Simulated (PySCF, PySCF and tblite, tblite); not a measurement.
# C5H7NS2: telling isomers apart by computed NMR, part 1 of 3

Can the signals of one isomer of C5H7NS2 be assigned among several candidates?

Programs: PySCF 2.14.0 with density-fitted response routines of our own, and tblite 0.8.0. All values are computed, except where a source is named. Atoms count from 0 throughout.

## Step 1: The starting structure

15 atoms, charge 0, multiplicity 1; geometry from: MMFF94s geometry. This is the first candidate.

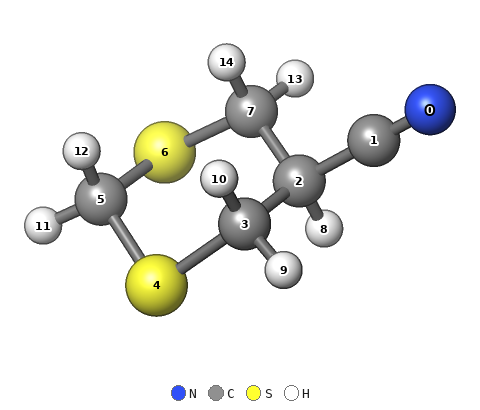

The starting geometry (nitrogen blue, carbon grey, sulfur yellow, hydrogen white), atoms numbered.

## Step 2: GFN2-xTB relaxation, isomer A, conformer 1

The job: settings as JSON, then the geometry in Å.

```
{"job": {"xc": "GFN2-xTB", "basis": "xTB", "kind": "relax"}, "charge": 0, "multiplicity": 1}
N     -3.278100     0.109600    -1.094000
C     -2.301300     0.071500    -0.500700
C     -1.016200     0.006100     0.259200
C     -0.280400    -1.259000    -0.153300
S      1.237500    -1.555900     0.823700
C      2.143600    -0.060100     0.366800
S      1.299800     1.431100     0.938400
C     -0.221800     1.288700    -0.032900
H     -1.265700    -0.033700     1.327100
H     -0.927600    -2.141700     0.015800
H     -0.024000    -1.260300    -1.212400
H      3.127300    -0.102700     0.850100
H      2.305500    -0.015700    -0.701800
H     -0.831900     2.166200     0.190400
H      0.028700     1.363900    -1.098400
```

Command:

```
$ OMP_NUM_THREADS=1 python ens_run.py task.json out
```

One launch serves the whole session.

The program printed:

```text
step      E/eV     max force
  0    -643.27674    1.201
  1    -643.31041    1.591
  2    -643.30129    2.156
  3    -643.33030    0.242
  4    -643.33411    0.175
  5    -643.34099    0.149
  6    -643.34239    0.128
  7    -643.34452    0.087
  8    -643.34559    0.081
  9    -643.34670    0.069
 10    -643.34735    0.059
 11    -643.34796    0.056
 12    -643.34860    0.064
 13    -643.34939    0.073
 14    -643.35013    0.063
 15    -643.35065    0.057
 16    -643.35096    0.039
 17    -643.35096    0.039
 18    -643.35107    0.061
 19    -643.35119    0.138
 20    -643.35140    0.036
 21    -643.35151    0.050
 22    -643.35173    0.059
 23    -643.35186    0.041
 24    -643.35202    0.031
 25    -643.35217    0.042
 26    -643.35234    0.049
 27    -643.35251    0.045
 28    -643.35267    0.037
 29    -643.35281    0.030
 30    -643.35293    0.041
 31    -643.35304    0.037
 32    -643.35315    0.032
 33    -643.35326    0.036
 34    -643.35336    0.031
 35    -643.35345    0.033
 36    -643.35356    0.032
 37    -643.35368    0.044
 38    -643.35379    0.043
 39    -643.35387    0.025
 40    -643.35393    0.021
 41    -643.35400    0.026
 42    -643.35406    0.030
 43    -643.35409    0.017
 44    -643.35412    0.017
 45    -643.35415    0.016
 46    -643.35418    0.023
 47    -643.35421    0.019
 48    -643.35423    0.010
 49    -643.35425    0.013
 50    -643.35428    0.019
 51    -643.35432    0.019
 52    -643.35435    0.015
 53    -643.35436    0.009
 54    -643.35437    0.011
 55    -643.35438    0.012
 56    -643.35438    0.007
 57    -643.35439    0.004
```

Run time: 0.65 s. Hardware: 1 thread of Arm Neoverse N1, shared host.

Gain 0.078 eV; displacement 0.07 Å root mean square.

## Step 3: Shieldings, isomer A, conformer 1: PBE0/pcSseg-1

The job: settings as JSON, then the geometry in Å.

```
{"job": {"xc": "PBE0", "basis": "pcSseg-1", "kind": "nmr", "pop": true}, "charge": 0, "multiplicity": 1}
N     -3.286892     0.110058    -0.978985
C     -2.288031     0.066056    -0.426075
C     -1.009589     0.010881     0.248196
C     -0.277190    -1.260234    -0.192624
S      1.205602    -1.574168     0.817036
C      2.109916    -0.059723     0.395722
S      1.268739     1.450052     0.944854
C     -0.224170     1.283211    -0.084960
H     -1.189590    -0.031652     1.329885
H     -0.911149    -2.135858    -0.056380
H      0.022035    -1.194886    -1.240942
H      3.063178    -0.101562     0.914949
H      2.260275    -0.017342    -0.682475
H     -0.821668     2.169745     0.125484
H      0.074122     1.293412    -1.135598
```

The program printed:

```text
coarse grid: 14080 points
cycle   1  E = -1045.1207945139  dE =  1.100e+00  |g| = 4.245e-01  |ddm| = 3.797e+00
cycle   2  E = -1044.9880225949  dE =  1.328e-01  |g| = 9.004e-01  |ddm| = 1.275e+00
cycle   3  E = -1045.1668184728  dE = -1.788e-01  |g| = 7.430e-02  |ddm| = 7.924e-01
cycle   4  E = -1045.1680406942  dE = -1.222e-03  |g| = 3.154e-02  |ddm| = 1.147e-01
cycle   5  E = -1045.1682493106  dE = -2.086e-04  |g| = 1.168e-02  |ddm| = 4.132e-02
cycle   6  E = -1045.1682843205  dE = -3.501e-05  |g| = 2.399e-03  |ddm| = 1.400e-02
cycle   7  E = -1045.1682856768  dE = -1.356e-06  |g| = 5.826e-04  |ddm| = 3.615e-03
final grid: 128128 points
cycle   8  E = -1045.2211596150  dE = -3.596e-05  |g| = 9.566e-03  |ddm| = 3.726e-02
cycle   9  E = -1045.2211407657  dE =  1.885e-05  |g| = 1.293e-02  |ddm| = 2.130e-02
cycle  10  E = -1045.2211814998  dE = -4.073e-05  |g| = 1.359e-03  |ddm| = 1.352e-02
cycle  11  E = -1045.2211818419  dE = -3.420e-07  |g| = 6.472e-04  |ddm| = 1.704e-03
cycle  12  E = -1045.2211819275  dE = -8.565e-08  |g| = 1.190e-04  |ddm| = 4.962e-04
cycle  13  E = -1045.2211819306  dE = -3.072e-09  |g| = 3.576e-05  |ddm| = 1.518e-04
cycle  14  E = -1045.2211819309  dE = -3.438e-10  |g| = 1.042e-05  |ddm| = 6.249e-05
converged SCF energy = -1045.2211819309

GIAO shielding tensors (ppm)
atom      isotropic    diamagn.    paramagn.     s11        s22        s33       span
  0 N      -34.815     339.774    -374.590   -195.880   -188.567    280.001    475.881
  1 C       62.016     259.339    -197.323    -61.954    -48.520    296.523    358.478
  2 C      157.022     246.822     -89.800    145.442    146.029    179.594     34.152
  3 C      146.305     247.375    -101.070    136.759    145.476    156.678     19.919
  4 S      452.136    1053.970    -601.834    294.084    513.598    548.727    254.643
  5 C      141.959     251.272    -109.314    121.446    149.789    154.641     33.195
  6 S      452.142    1053.968    -601.826    293.900    513.748    548.777    254.876
  7 C      146.291     247.372    -101.081    136.725    145.509    156.638     19.914
  8 H       29.043      28.039       1.004     24.724     29.414     32.991      8.267
  9 H       28.782      29.153      -0.371     23.167     27.874     35.304     12.137
 10 H       28.909      29.847      -0.938     24.422     28.655     33.651      9.230
 11 H       28.255      28.684      -0.429     22.571     26.424     35.771     13.200
 12 H       27.685      29.446      -1.761     21.212     27.658     34.184     12.972
 13 H       28.780      29.149      -0.369     23.163     27.876     35.300     12.138
 14 H       28.909      29.845      -0.936     24.420     28.659     33.648      9.228
```

Wall time 59 s (1 thread of Arm Neoverse N1, shared host); peak memory 0.91 GiB.

This run: HOMO -6.82 eV, LUMO -0.16 eV; dipole 2.72 D.

The fields below are evaluated on a grid from the run's orbitals.

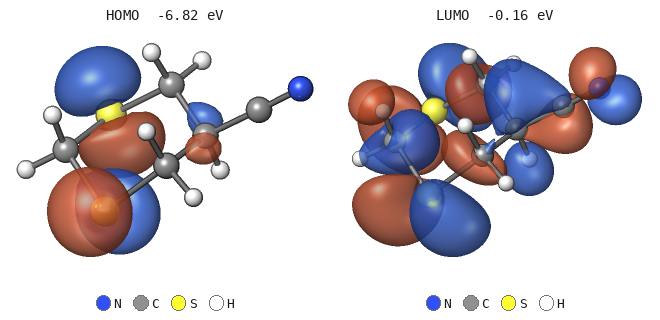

Frontier orbitals at PBE0/pcSseg-1; each surface holds 70 % of the orbital's density, blue and red mark the sign.

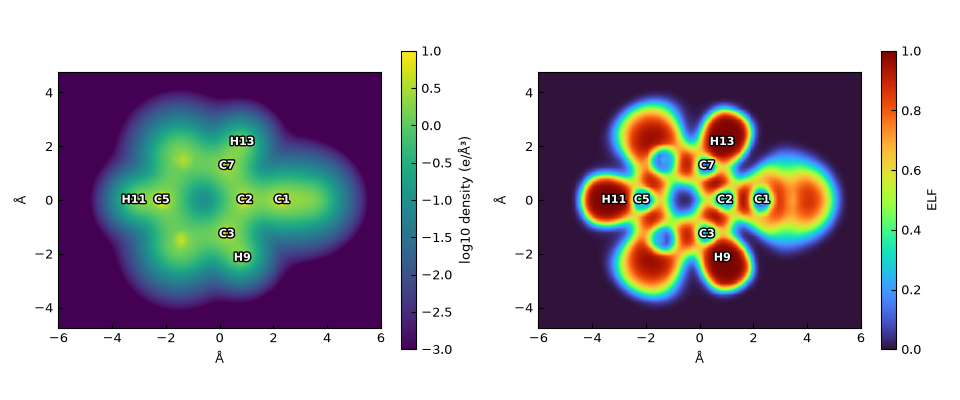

Density (left) and ELF (right) in a plane through or near 8 of the atoms.

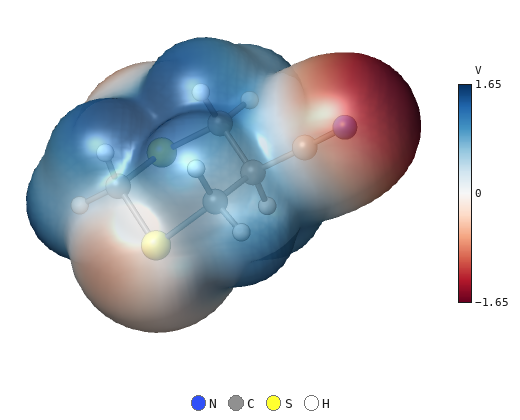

Electrostatic potential on the surface of density 0.002 e/bohr³; red is low, blue high. It runs, from the 1st to the 99th percentile, from -1.65 V near N0 to 1.46 V near H12.

## Step 4: Averages, isomer A: properties at PBE0/pcSseg-1

The job: settings as JSON, then the geometry in Å.

```
{"job": {"study": "conf", "smiles": "N#CC1CSCSC1", "search": {"seed": 2889, "n_embed": 60, "ff_keep": 14, "window": 2.5, "nmax": 6, "temps": [250, 298.15, 350], "t_ref": 298.15, "order": 0.002}, "level": {"nmr": {"xc": "PBE0", "basis": "pcSseg-1"}}, "kind": "conf"}, "charge": 0, "multiplicity": 1}
N     -3.286892     0.110058    -0.978985
C     -2.288031     0.066056    -0.426075
C     -1.009589     0.010881     0.248196
C     -0.277190    -1.260234    -0.192624
S      1.205602    -1.574168     0.817036
C      2.109916    -0.059723     0.395722
S      1.268739     1.450052     0.944854
C     -0.224170     1.283211    -0.084960
H     -1.189590    -0.031652     1.329885
H     -0.911149    -2.135858    -0.056380
H      0.022035    -1.194886    -1.240942
H      3.063178    -0.101562     0.914949
H      2.260275    -0.017342    -0.682475
H     -0.821668     2.169745     0.125484
H      0.074122     1.293412    -1.135598
```

The program printed:

```text
conformer  sym    E(xTB)   E(DFT)   G(298.15 K)  weight  dipole/D
    1     Cs      0.000    0.000    0.000   1.0000    2.720

mean shielding (ppm) by class
class atoms           250 K   298.15 K      350 K
  0 N  0            -34.815    -34.815    -34.815
  1 C  1             62.016     62.016     62.016
  2 C  2            157.022    157.022    157.022
  3 C  3,7          146.298    146.298    146.298
  4 S  4,6          452.139    452.139    452.139
  5 C  5            141.959    141.959    141.959
  6 H  8             29.043     29.043     29.043
  7 H  9,13          28.781     28.781     28.781
  8 H  10,14         28.909     28.909     28.909
  9 H  11            28.255     28.255     28.255
 10 H  12            27.685     27.685     27.685
```

Wall time 65 s (1 thread of Arm Neoverse N1, shared host). This counts the runs that the step sums up.

The search (ETKDG, MMFF94s, GFN2-xTB) embedded 60 structures, kept 5 distinct ones after the force field and 4 after xTB; 1 was carried on (window 2.5 kcal/mol at the search's own energies). Energies: PBE0/pcSseg-1 with D3(BJ).

The conformers at 298 K:

```
no.  group  mirror pair  ΔE xTB  ΔE DFT    ΔG  weight (%)  μ (D)     A, B, C (GHz)
  1     Cs           no    0.00    0.00  0.00       100.0   2.72  2.34, 1.10, 0.79
```

Energies in kcal/mol. ΔG holds xTB vibrations and rotation, symmetry numbers and mirror pairs.

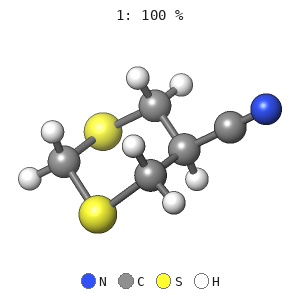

The one conformer.

Shifts against references run at the same level ($^{33}$S CS2 504, $^{1}$H TMS 31.72, $^{13}$C TMS 186.9, $^{15}$N NH3 267.7 ppm of shielding), by class of atoms, at 298 K:

```
   atoms                           environment  average
      C1                        nitrile carbon    124.9
      C5                 sp3 CH2 bonded to 2 S     45.0
  C3, C7                   sp3 CH2 bonded to S     40.6
      C2                 sp3 CH α to a nitrile     29.9
     H12  hydrogen on an sp3 CH2 bonded to 2 S     4.03
     H11  hydrogen on an sp3 CH2 bonded to 2 S     3.46
 H9, H13    hydrogen on an sp3 CH2 bonded to S     2.94
H10, H14    hydrogen on an sp3 CH2 bonded to S     2.81
      H8  hydrogen on an sp3 CH α to a nitrile     2.67
      N0                      nitrile nitrogen    302.5
  S4, S6                        sulfide sulfur       52
```

Effective distances for nuclear Overhauser effects, ⟨r⁻⁶⟩^(−1/6) over all pairs of two classes (Å): H11···H12 1.79; H9···H10 1.99; H8···H9 2.54; H10···H12 2.59; H8···H10 3.07; H9···H12 3.86; H10···H11 3.88; H8···H12 3.99.

## Step 5: GFN2-xTB relaxation, isomer B, conformer 1

The job: settings as JSON, then the geometry in Å.

```
{"job": {"xc": "GFN2-xTB", "basis": "xTB", "kind": "relax"}, "charge": 0, "multiplicity": 1}
N      0.334800     2.339100     1.733500
C      0.099400     1.839900     0.703900
C     -0.181700     1.152100    -0.559900
C     -1.244700     0.063500    -0.390400
C     -0.830100    -1.110100     0.521200
S      0.549700    -2.061000    -0.169700
C      1.796300    -0.748900    -0.240300
S      1.323900     0.550000    -1.395300
H     -0.609900     1.902400    -1.240800
H     -2.150800     0.503900     0.059600
H     -1.555500    -0.328100    -1.366300
H     -0.575300    -0.772700     1.524200
H     -1.680900    -1.793700     0.629300
H      2.736300    -1.193600    -0.592900
H      1.984100    -0.335000     0.762000
```

The program printed:

```text
step      E/eV     max force
  0    -643.23112    3.069
  1    -643.10633    8.695
  2    -643.31183    0.591
  3    -643.32193    0.321
  4    -643.33979    0.285
  5    -643.34359    0.227
  6    -643.34674    0.111
  7    -643.34792    0.105
  8    -643.34992    0.158
  9    -643.35176    0.180
 10    -643.35365    0.128
 11    -643.35525    0.118
 12    -643.35694    0.116
 13    -643.35882    0.125
 14    -643.36088    0.134
 15    -643.36294    0.145
 16    -643.36500    0.190
 17    -643.36688    0.163
 18    -643.36818    0.087
 19    -643.36885    0.061
 20    -643.36920    0.063
 21    -643.36946    0.057
 22    -643.36972    0.042
 23    -643.36999    0.060
 24    -643.37031    0.060
 25    -643.37066    0.071
 26    -643.37100    0.060
 27    -643.37131    0.055
 28    -643.37161    0.063
 29    -643.37192    0.054
 30    -643.37220    0.050
 31    -643.37240    0.039
 32    -643.37240    0.039
 33    -643.37247    0.034
 34    -643.37263    0.025
 35    -643.37266    0.071
 36    -643.37274    0.025
 37    -643.37281    0.019
 38    -643.37285    0.019
 39    -643.37290    0.022
 40    -643.37297    0.024
 41    -643.37302    0.016
 42    -643.37306    0.013
 43    -643.37309    0.015
 44    -643.37313    0.019
 45    -643.37316    0.018
 46    -643.37319    0.019
 47    -643.37321    0.017
 48    -643.37323    0.013
 49    -643.37325    0.012
 50    -643.37327    0.010
 51    -643.37328    0.011
 52    -643.37329    0.010
 53    -643.37331    0.012
 54    -643.37332    0.013
 55    -643.37333    0.009
 56    -643.37334    0.007
 57    -643.37335    0.005
 58    -643.37335    0.006
 59    -643.37335    0.005
 60    -643.37336    0.005
 61    -643.37336    0.004
 62    -643.37337    0.005
 63    -643.37337    0.006
 64    -643.37337    0.004
```

Run time: 0.7 s. Hardware: 1 thread of Arm Neoverse N1, shared host.

The energy fell by 0.142 eV, and the atoms moved 0.10 Å (root mean square).

**GFN2-xTB relaxation, isomer B, conformer 2**

The job: settings as JSON, then the geometry in Å.

```
{"job": {"xc": "GFN2-xTB", "basis": "xTB", "kind": "relax"}, "charge": 0, "multiplicity": 1}
N      3.473900     1.223400     0.144600
C      2.335600     0.943600     0.164900
C      0.930100     0.528700     0.241800
C      0.723200    -0.771800    -0.538700
C     -0.651300    -1.409700    -0.329900
S     -1.994600    -0.409600    -1.039900
C     -1.763800     1.096100    -0.069000
S     -0.162000     1.868600    -0.383600
H      0.672800     0.373500     1.295400
H      0.931700    -0.643600    -1.595500
H      1.464100    -1.510200    -0.179000
H     -0.676700    -2.385900    -0.834200
H     -0.857600    -1.585600     0.734300
H     -1.877400     0.880500     0.999300
H     -2.552400     1.810200    -0.343300
```

The program printed:

```text
step      E/eV     max force
  0    -643.13682    3.679
  1    -642.91555   10.951
  2    -643.21912    0.942
  3    -643.22952    0.442
  4    -643.24420    0.457
  5    -643.24889    0.323
  6    -643.25363    0.142
  7    -643.25547    0.128
  8    -643.25754    0.154
  9    -643.25913    0.119
 10    -643.26052    0.106
 11    -643.26151    0.099
 12    -643.26249    0.098
 13    -643.26351    0.073
 14    -643.26437    0.084
 15    -643.26488    0.050
 16    -643.26512    0.035
 17    -643.26512    0.035
 18    -643.26520    0.054
 19    -643.26534    0.083
 20    -643.26544    0.032
 21    -643.26552    0.039
 22    -643.26559    0.039
 23    -643.26566    0.032
 24    -643.26573    0.026
 25    -643.26581    0.041
 26    -643.26588    0.037
 27    -643.26595    0.023
 28    -643.26602    0.024
 29    -643.26611    0.037
 30    -643.26618    0.037
 31    -643.26623    0.021
 32    -643.26627    0.022
 33    -643.26631    0.028
 34    -643.26635    0.020
 35    -643.26637    0.011
 36    -643.26638    0.008
 37    -643.26640    0.012
 38    -643.26641    0.014
 39    -643.26643    0.014
 40    -643.26645    0.012
 41    -643.26646    0.008
 42    -643.26647    0.009
 43    -643.26647    0.007
 44    -643.26648    0.008
 45    -643.26648    0.006
 46    -643.26648    0.005
 47    -643.26649    0.004
 48    -643.26649    0.006
 49    -643.26649    0.007
 50    -643.26650    0.006
 51    -643.26650    0.006
 52    -643.26651    0.005
 53    -643.26651    0.006
 54    -643.26651    0.006
 55    -643.26652    0.005
 56    -643.26652    0.003
```

It took 0.6 s on 1 thread of Arm Neoverse N1, shared host.

Relaxing gained 0.130 eV and moved the atoms by 0.05 Å on average (rms).

## Step 6: Shieldings, isomer B, conformer 1: PBE0/pcSseg-1

The job: settings as JSON, then the geometry in Å.

```
{"job": {"xc": "PBE0", "basis": "pcSseg-1", "kind": "nmr", "pop": false}, "charge": 0, "multiplicity": 1}
N      0.468694     2.133229     1.727638
C      0.132572     1.725105     0.713414
C     -0.239361     1.160871    -0.555724
C     -1.273502     0.039837    -0.417486
C     -0.838583    -1.059876     0.541672
S      0.542284    -2.050157    -0.121337
C      1.764234    -0.717889    -0.223085
S      1.301409     0.585243    -1.397696
H     -0.617467     1.953607    -1.207697
H     -2.206497     0.476477    -0.049062
H     -1.457254    -0.387773    -1.405743
H     -0.532347    -0.649682     1.506005
H     -1.647753    -1.771879     0.695653
H      2.689693    -1.152890    -0.590535
H      1.909463    -0.276234     0.762071
```

The program printed:

```text
coarse grid: 14080 points
cycle   1  E = -1045.1156490144  dE =  1.105e+00  |g| = 4.469e-01  |ddm| = 3.765e+00
cycle   2  E = -1044.9675519407  dE =  1.481e-01  |g| = 9.470e-01  |ddm| = 1.234e+00
cycle   3  E = -1045.1651860264  dE = -1.976e-01  |g| = 8.996e-02  |ddm| = 7.726e-01
cycle   4  E = -1045.1668754000  dE = -1.689e-03  |g| = 3.880e-02  |ddm| = 1.102e-01
cycle   5  E = -1045.1672004777  dE = -3.251e-04  |g| = 9.970e-03  |ddm| = 4.141e-02
cycle   6  E = -1045.1672254091  dE = -2.493e-05  |g| = 2.891e-03  |ddm| = 1.458e-02
cycle   7  E = -1045.1672273159  dE = -1.907e-06  |g| = 9.046e-04  |ddm| = 3.785e-03
final grid: 128128 points
cycle   8  E = -1045.2199174568  dE = -4.247e-05  |g| = 9.748e-03  |ddm| = 3.723e-02
cycle   9  E = -1045.2198984108  dE =  1.905e-05  |g| = 1.309e-02  |ddm| = 2.055e-02
cycle  10  E = -1045.2199404212  dE = -4.201e-05  |g| = 8.797e-04  |ddm| = 1.284e-02
cycle  11  E = -1045.2199406126  dE = -1.914e-07  |g| = 1.926e-04  |ddm| = 1.254e-03
cycle  12  E = -1045.2199406175  dE = -4.832e-09  |g| = 1.494e-04  |ddm| = 3.406e-04
cycle  13  E = -1045.2199406221  dE = -4.652e-09  |g| = 5.226e-05  |ddm| = 1.505e-04
cycle  14  E = -1045.2199406227  dE = -5.925e-10  |g| = 1.243e-05  |ddm| = 5.055e-05
converged SCF energy = -1045.2199406227

GIAO shielding tensors (ppm)
atom      isotropic    diamagn.    paramagn.     s11        s22        s33       span
  0 N      -42.602     339.079    -381.681   -214.258   -181.707    268.160    482.418
  1 C       64.744     261.816    -197.072    -57.025    -42.020    293.277    350.302
  2 C      153.979     249.790     -95.811    145.928    155.736    160.273     14.345
  3 C      153.517     245.680     -92.163    140.303    143.163    177.085     36.783
  4 C      154.134     248.760     -94.627    148.634    148.760    165.006     16.372
  5 S      460.321    1054.458    -594.137    295.506    528.080    557.376    261.869
  6 C      145.214     251.650    -106.436    123.912    148.034    163.695     39.783
  7 S      398.416    1054.341    -655.924    226.433    461.473    507.343    280.910
  8 H       28.368      28.605      -0.236     24.281     25.095     35.729     11.447
  9 H       29.516      29.081       0.436     25.055     27.278     36.216     11.162
 10 H       29.544      29.012       0.532     26.706     27.025     34.901      8.194
 11 H       28.182      30.508      -2.326     24.768     26.993     32.785      8.017
 12 H       29.219      29.120       0.099     23.394     26.944     37.319     13.926
 13 H       28.317      28.978      -0.661     22.432     26.379     36.141     13.710
 14 H       26.884      30.276      -3.392     21.942     26.671     32.038     10.096
```

It took 44 s on 1 thread of Arm Neoverse N1, shared host; peak memory 0.86 GiB.

This run: HOMO -6.72 eV, LUMO -0.37 eV; dipole 2.60 D.

(Continued in part 2 of 3.)
